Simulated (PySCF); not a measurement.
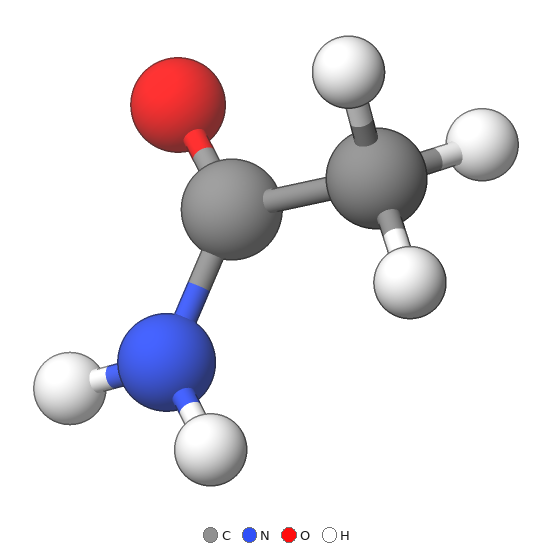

The picture shows a molecular structure as a ball-and-stick model. Every bond is drawn as one stick, whatever its order.

The computed structure is the end point of a PBE0-D3(BJ)/def2-SVP optimisation. No frequency run is at hand to confirm it as a minimum.

Description:

It has 9 atoms: 2 carbon, 5 hydrogen, 1 nitrogen and 1 oxygen (C₂H₅NO). SMILES: `CC(N)=O`. It has no ring. Among its groups: amide. Coordination: 1 C tetrahedral; 1 C trigonal planar; 1 N trigonal planar.

The parts below concern this one geometry. Atoms keep their numbers from picture to picture.

NMR shielding

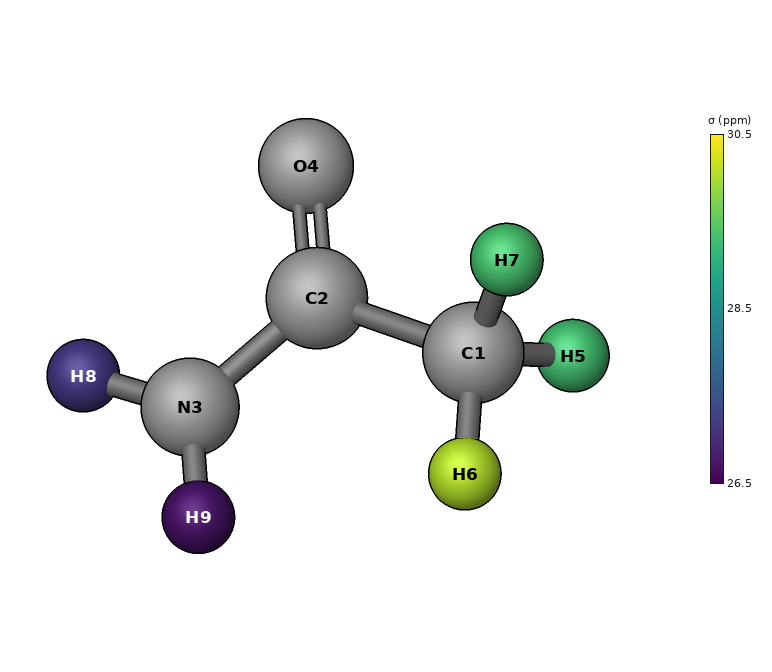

Atoms are coloured by their isotropic NMR shieldings (H only, the others grey). No frequency run is at hand to confirm it as a minimum. Properties computed with GIAO PBE0/pcSseg-1 NMR shielding, non-relativistic, gas phase (PySCF 2.14.0).

List the isotropic NMR shieldings of the H atoms.

```csv
atom,σ (ppm)
H5,29.30
H6,30.04
H7,29.33
H8,27.17
H9,26.71
```

Bond orders

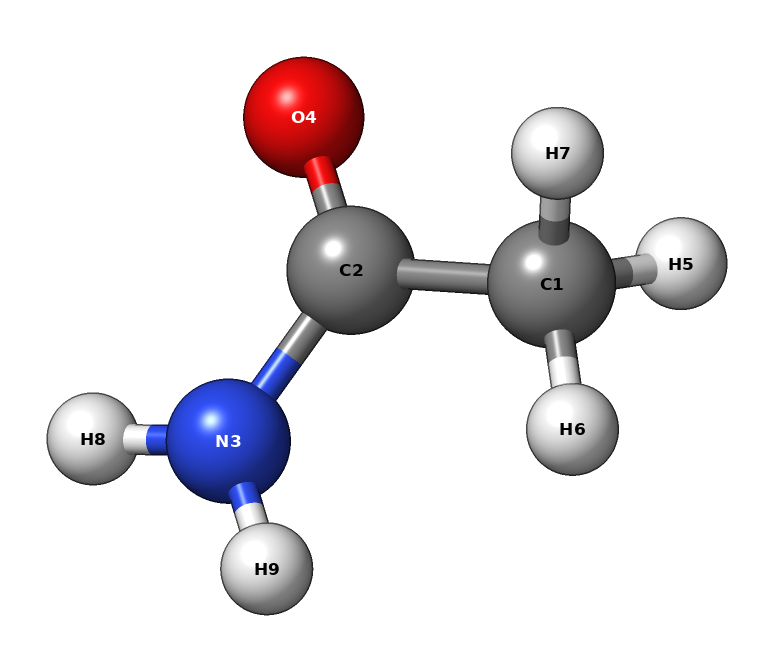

Every bond is drawn as one stick. No frequency run is at hand to confirm it as a minimum. Method: PBE0/pcSseg-1 (PySCF 2.14.0).

List the Mayer bond orders of C1–C2, C1–H5, C1–H6, C1–H7, C2–N3, C2–O4, N3–H8, N3–H9. Atoms whose distances differ by more than 0.02 Å in this geometry are listed apart.

| bond | Mayer order | length (Å) |
| --- | --- | --- |
| C1–C2 | 0.97 | 1.514 |
| C1–H5 | 0.95 | 1.099 |
| C1–H6 | 0.96 | 1.099 |
| C1–H7 | 0.95 | 1.099 |
| C2–N3 | 1.18 | 1.360 |
| C2–O4 | 1.95 | 1.213 |
| N3–H8 | 0.93 | 1.012 |
| N3–H9 | 0.94 | 1.008 |

Spin–spin coupling

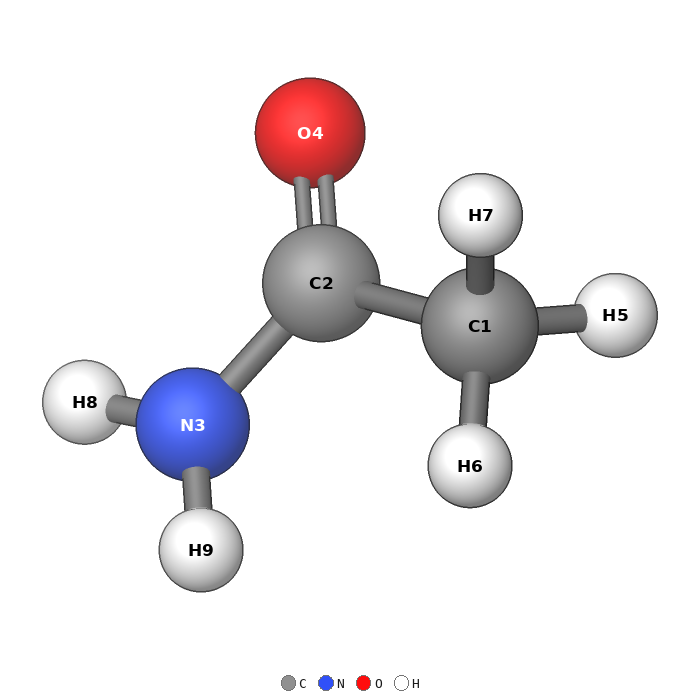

No frequency run is at hand to confirm it as a minimum. Method: B3LYP/pcJ-1 indirect spin-spin coupling, non-relativistic, gas phase (PySCF 2.14.0). Isotopes: 13C, 1H, 15N, 17O.

Give the spin–spin coupling constants of these pairs, with the number of bonds between them: C2/H6, C2/H7, N3/O4, H5/H6, H6/H7, O4/H9, O4/H8, O4/H6.

```tsv
pair	bonds apart	J (Hz)
C2, H6	2	−2.5
C2, H7	2	−6.4
N3, O4	2	0.6
H5, H6	2	−13.0
H6, H7	2	−12.7
O4, H9	3	−0.7
O4, H8	3	1.6
O4, H6	3	−2.9
```

Electronic properties

No frequency run is at hand to confirm it as a minimum. Method: B3LYP/pcJ-1, gas phase (PySCF 2.14.0).

Question: Estimate the LUMO energy (Kohn–Sham orbital).

Answer: 0.66 eV.

Question: Give the HOMO energy (Kohn–Sham orbital) at this level.

Answer: −6.99 eV.

Question: What is the dipole moment?

Answer: 3.87 D.
